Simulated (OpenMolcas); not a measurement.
**Multiconfigurational calculation for Fe²⁺ complex (part 2 of 2)**

The same run, continued: Fe²⁺ with 6 ligands (O; octahedron, 2.16 Å), neutralised by 6 outer point charges of +1.7 e, whose field is part of the energies. Method: state-averaged CASSCF, active space 6 electrons in the shell 3d, basis ANO-RCC-VDZP on the metal and ANO-RCC-VDZP on the ligands, DKH2 scalar Hamiltonian, spin-orbit coupling by RASSI with atomic mean-field integrals (OpenMolcas).

### Output (extracts), continued
```
--- RASSI ---
SPIN-FREE ENERGIES:
  (Shifted by EMIN (a.u.) =      -1724.3164141620)

 SF State       Relative EMIN(au)   Rel lowest level(eV)    D:o, cm**(-1)

     1             0.0000000000        0.0000000000              0.0000
     2             0.0000000000        0.0000000000              0.0000
     3             0.0000000000        0.0000000000              0.0000
     4             0.0219176102        0.5964085576           4810.3594
     5             0.0219176102        0.5964085576           4810.3594
     6             0.0873712405        2.3774925708          19175.7708
     7             0.0873712405        2.3774925708          19175.7708
     8             0.0873712405        2.3774925708          19175.7708
     9             0.0966995152        2.6313278581          21223.0905
    10             0.0966995152        2.6313278581          21223.0905
    11             0.0966995152        2.6313278581          21223.0905
    12             0.1042882278        2.8378272478          22888.6204
    13             0.1042882278        2.8378272478          22888.6204
    14             0.1042882278        2.8378272478          22888.6204
    15             0.1131649863        3.0793761510          24836.8436
    16             0.1131649863        3.0793761510          24836.8436
    17             0.1174446360        3.1958313527          25776.1182
    18             0.1174446360        3.1958313527          25776.1182
    19             0.1174446360        3.1958313527          25776.1182
    20             0.1176970408        3.2026996371          25831.5146
    21             0.1176970408        3.2026996371          25831.5146
    22             0.1176970408        3.2026996371          25831.5146
    51             0.1181710343        3.2155976570          25935.5442
    23             0.1301158746        3.5406333208          28557.1336
    25             0.1307760446        3.5585974607          28702.0242
    26             0.1307760446        3.5585974607          28702.0242
    24             0.1307760446        3.5585974607          28702.0242
    28             0.1313804171        3.5750432738          28834.6686
    29             0.1313804171        3.5750432738          28834.6686
    27             0.1313804171        3.5750432738          28834.6686
    52             0.1331328631        3.6227297608          29219.2861
    53             0.1331328631        3.6227297608          29219.2861
    54             0.1331328631        3.6227297608          29219.2861
    30             0.1370505661        3.7293358882          30079.1225
    31             0.1370505661        3.7293358882          30079.1225
    32             0.1466079549        3.9894056886          32176.7269
    55             0.1472884770        4.0079236373          32326.0842
    56             0.1472884770        4.0079236373          32326.0842
    57             0.1472884770        4.0079236373          32326.0842
    34             0.1516357800        4.1262197784          33280.2069
Eigenvalues of complex Hamiltonian:
   -----------------------------------
  (Shifted by EMIN (a.u.) =      -1724.3164141620)

 SO State       Relative EMIN(au)   Rel lowest level(eV)    D:o, cm**(-1)

     1            -0.0015717759        0.0000000000              0.0000
     2            -0.0015717759        0.0000000000              0.0000
     3            -0.0015717759        0.0000000000              0.0000
     4            -0.0007144487        0.0233290606            188.1616
     5            -0.0007144487        0.0233290606            188.1616
     6            -0.0006383309        0.0254003307            204.8675
     7            -0.0006383309        0.0254003307            204.8675
     8            -0.0006383309        0.0254003307            204.8675
     9             0.0005309700        0.0572186285            461.4994
    10             0.0007125262        0.0621590244            501.3463
    11             0.0007125262        0.0621590243            501.3463
    12             0.0007125262        0.0621590244            501.3463
    13             0.0008383920        0.0655840095            528.9707
    14             0.0008383920        0.0655840095            528.9707
    15             0.0008383920        0.0655840095            528.9707
    16             0.0218434504        0.6371607645           5139.0481
    17             0.0218852644        0.6382985827           5148.2253
    18             0.0218852644        0.6382985827           5148.2253
    19             0.0218852644        0.6382985827           5148.2253
    20             0.0219266781        0.6394255059           5157.3145
    21             0.0219266781        0.6394255059           5157.3145
    22             0.0219743978        0.6407240249           5167.7878
    23             0.0219743978        0.6407240249           5167.7878
    24             0.0219743978        0.6407240249           5167.7878
    25             0.0220216720        0.6420104216           5178.1633
    26             0.0863691912        2.3929956200          19300.8113
    27             0.0863691912        2.3929956203          19300.8113
    28             0.0864904142        2.3962942686          19327.4167
    29             0.0864904142        2.3962942684          19327.4167
    30             0.0864904142        2.3962942684          19327.4167
    31             0.0879989711        2.4373441920          19658.5067
    32             0.0880148713        2.4377768574          19661.9964
    33             0.0880148713        2.4377768572          19661.9964
    34             0.0880148713        2.4377768575          19661.9964
    35             0.0961727955        2.6597652854          21452.4538
    36             0.0964012569        2.6659820353          21502.5952
    37             0.0964012569        2.6659820353          21502.5952
    38             0.0964012569        2.6659820353          21502.5952
    39             0.0965404929        2.6697708399          21533.1540
    40             0.0965404929        2.6697708398          21533.1540
    41             0.0965404929        2.6697708398          21533.1540
Weights of the five most important spin-orbit-free states for each spin-orbit state.

 SO State  Total energy (au)           Spin-free states, spin, and weights
 -------------------------------------------------------------------------------------------------------
    1        -0.001572       1 2.0  0.3568    2 2.0  0.3320    3 2.0  0.3087    5 2.0  0.0012   23 1.0  0.0004
    2        -0.001572       3 2.0  0.3716    1 2.0  0.3144    2 2.0  0.3115    4 2.0  0.0014   23 1.0  0.0004
    3        -0.001572       2 2.0  0.3540    1 2.0  0.3263    3 2.0  0.3172    5 2.0  0.0010    4 2.0  0.0006
    4        -0.000714       3 2.0  0.6623    1 2.0  0.1658    2 2.0  0.1653    5 2.0  0.0028    4 2.0  0.0028
    5        -0.000714       2 2.0  0.4970    1 2.0  0.4965    5 2.0  0.0028    4 2.0  0.0028   28 1.0  0.0001
    6        -0.000638       3 2.0  0.7437    2 2.0  0.1260    1 2.0  0.1260    5 2.0  0.0035   27 1.0  0.0001
    7        -0.000638       2 2.0  0.6845    1 2.0  0.1853    3 2.0  0.1260    4 2.0  0.0024    5 2.0  0.0011
    8        -0.000638       1 2.0  0.6845    2 2.0  0.1853    3 2.0  0.1260    4 2.0  0.0028    5 2.0  0.0007
    9         0.000531       2 2.0  0.3289    1 2.0  0.3289    3 2.0  0.3289    5 2.0  0.0060    4 2.0  0.0060
   10         0.000713       3 2.0  0.3731    1 2.0  0.3293    2 2.0  0.2913    4 2.0  0.0038    5 2.0  0.0014
   11         0.000713       2 2.0  0.3731    1 2.0  0.3731    3 2.0  0.2474    5 2.0  0.0052    7 1.0  0.0002
   12         0.000713       3 2.0  0.3731    2 2.0  0.3293    1 2.0  0.2913    4 2.0  0.0040    5 2.0  0.0012
```

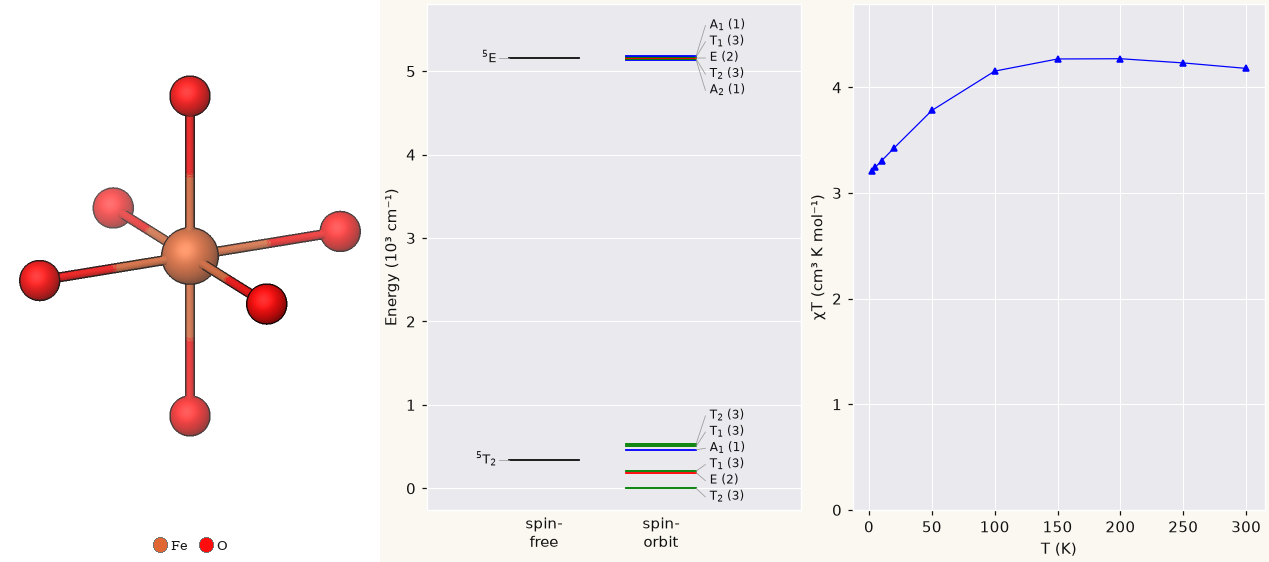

Fe²⁺ (3d⁶) with 6 ligands, O²⁻, at 2.16 Å (arrangement: octahedron, Oh), neutralised by outer point charges of +1.7 e, and its levels and susceptibility. Labels give the representation in O, Td, D4 or D3 as the site allows (double group for half-integer spin) where it could be assigned and, in brackets, the degeneracy; spin-free states, where drawn, share the zero of the spin-orbit levels. Powder susceptibility by Van Vleck's formula. The ground level is T₂, 3-fold degenerate, 100 % from states of spin multiplicity 5. The next level lies at 188 cm⁻¹ (E). The lowest spin-free state is ⁵T₂, from the free-ion D term; of the same spin there follows at 4,810 cm⁻¹ (⁵E) above it. A ligand-field fit to the spin-free states gives |10Dq| = 4,610 cm⁻¹, B = 1,150 and C = 4,270 cm⁻¹ (rms misfit 50 cm⁻¹). χT is 3.21 cm³ K mol⁻¹ at 2 K and 4.18 at 300 K, an effective moment of 5.78 μB. The active orbitals hold 96 to 99 % metal character (Löwdin), and the Mulliken charge of the metal is +1.76.

### Key numbers

```
                                 quantity                                                                 value
                                  outcome                                                             converged
      energy of the lowest spin-free term                                                   −1724.31641 hartree
    energy of the lowest spin-orbit level                                                   −1724.31799 hartree
largest spread among components of a term                                                              0.0 cm⁻¹
                                 hardware  1 thread of Arm Neoverse V2, 24 GiB of memory available, shared host
                                wall time                                                                  31 s
                              peak memory                                                              0.18 GiB
```

### Remarks

Without dynamic correlation the splittings between terms come out too large, often by 20 to 50 %. To bear in mind: small active space favours high spin, ground spin may be wrong; bare point charges leave oxide and sulfide ligands too diffuse, field too small; distances are set from ionic radii, not optimised.
